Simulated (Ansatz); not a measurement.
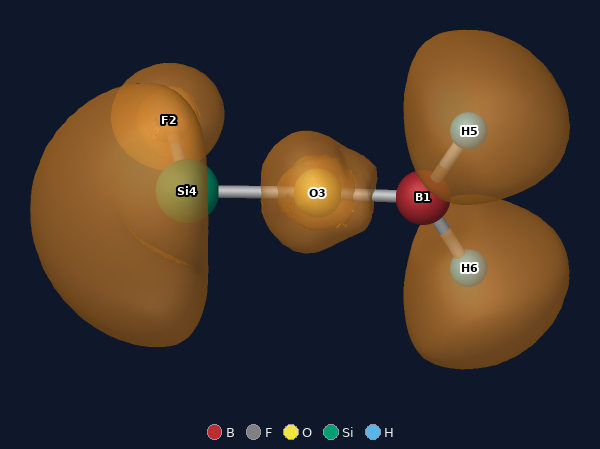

The picture shows: BFH2OSi. Isosurface of the ELF at 0.8 (orange), seen at a tilt. Core shells and regions of very low density are left out.

Geometry: B3LYP-D3(BJ)/def2-SVP.

Method: Ansatz, isolated molecule in a Gaussian basis; Kohn-Sham density functional theory, functional PBE0.

The calculation's input:

```
crystal:
  periodic: [false, false, false]
  atoms:
    - {symbol: B, position_ang: [-3.401614, 0.113617, -0.670823]}
    - {symbol: F, position_ang: [-0.917078, -2.310986, -1.919104]}
    - {symbol: O, position_ang: [-2.171415, -0.322014, -1.001489]}
    - {symbol: Si, position_ang: [-0.622703, -0.791411, -1.387887]}
    - {symbol: H, position_ang: [-3.802101, -0.063056, 0.456176]}
    - {symbol: H, position_ang: [-4.068594, 0.675414, -1.508232]}
basis:
  gaussian: {orbitals: def2-TZVPD}
hamiltonian: {xc: pbe0}
output: {forces: true, orbitals: {seedname: orbitals}}
```

Run with:

```sh
ansatz run input.yaml --threads 1 --pin off --max-ram 2610MiB --events-out events.jsonl --progress --plain --runs-dir runs
```

> What do the ELF domains correspond to?

The ELF exceeds this value in two regions around hydrogen nuclei, one region on O in which the atom's valence shell and bonds are merged, one lobe on Si, pointing away from the bonds (lone pairs) and one region wrapped around F (its lone pairs, merged into a ring or cap). Along the contacts the grid gives the following. B–O (1.35 Å): the ELF peaks at about 0.90 between the atoms: a short, strongly polar bond. Si–F (1.64 Å): the ELF peaks at about 0.85 in the valence shell of F, 0.6 Å from its nucleus, and is about 0.45 at the midpoint.
